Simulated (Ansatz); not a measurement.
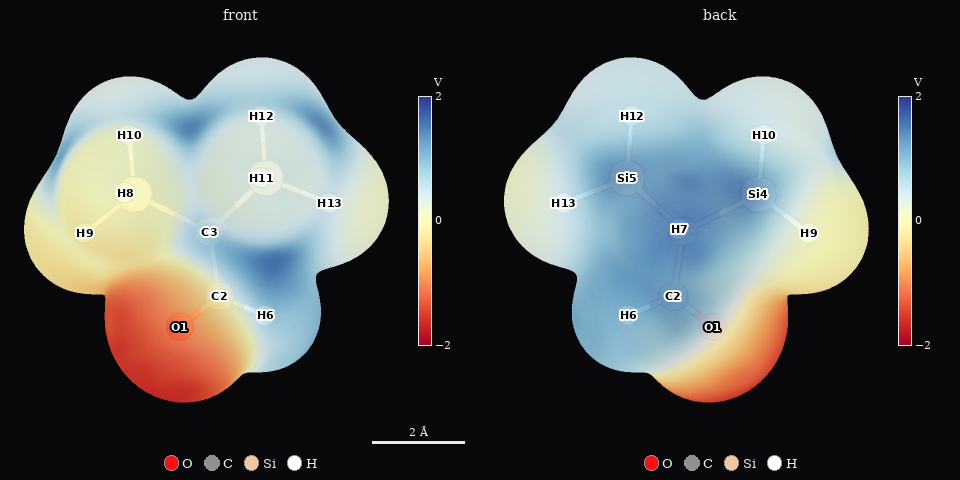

C₂H₈OSi₂. The molecular electrostatic potential painted on the density surface at 0.002 e/bohr³, seen from the front and from behind; red is negative and blue positive.

Theory: Ansatz 0.2.0, SCF B3LYP, Gaussian basis.

The calculation's input:

```
crystal:
  periodic: [false, false, false]
  atoms:
    - { symbol: O, position_ang: [-2.1407, -0.5509, 1.1916] }
    - { symbol: C, position_ang: [-1.3944, 0.399, 0.9731] }
    - { symbol: C, position_ang: [-0.0054, 0.2185, 0.4876] }
    - { symbol: Si, position_ang: [0.6529, -1.5097, 0.1865] }
    - { symbol: Si, position_ang: [0.3423, 1.0989, -1.1155] }
    - { symbol: H, position_ang: [-1.6925, 1.4623, 1.1757] }
    - { symbol: H, position_ang: [0.6881, 0.6542, 1.2866] }
    - { symbol: H, position_ang: [-0.1516, -2.1636, -0.9024] }
    - { symbol: H, position_ang: [0.4825, -2.3122, 1.473] }
    - { symbol: H, position_ang: [2.0185, -1.5454, -0.1648] }
    - { symbol: H, position_ang: [-0.4829, 0.5624, -2.1922] }
    - { symbol: H, position_ang: [1.7982, 1.0966, -1.4477] }
    - { symbol: H, position_ang: [-0.0945, 2.5553, -0.9367] }
basis:
  gaussian:
    orbitals: def2-SVPD
hamiltonian:
  xc: b3lyp
  dispersion: d3bj
output:
  orbitals: {}
```

Command:

```sh
python c2h8osi2_energy.py --basis-set def2-SVPD
```

Q: Where is the surface potential most negative and most positive?

A: The most negative region (about −1.6 V, or −37 kcal/mol for a unit charge) lies over O1, the most positive (about +1.5 V, or +35 kcal/mol for a unit charge) over C2, Si4, Si5 and H7. O1 is the likeliest acceptor of a hydrogen bond.
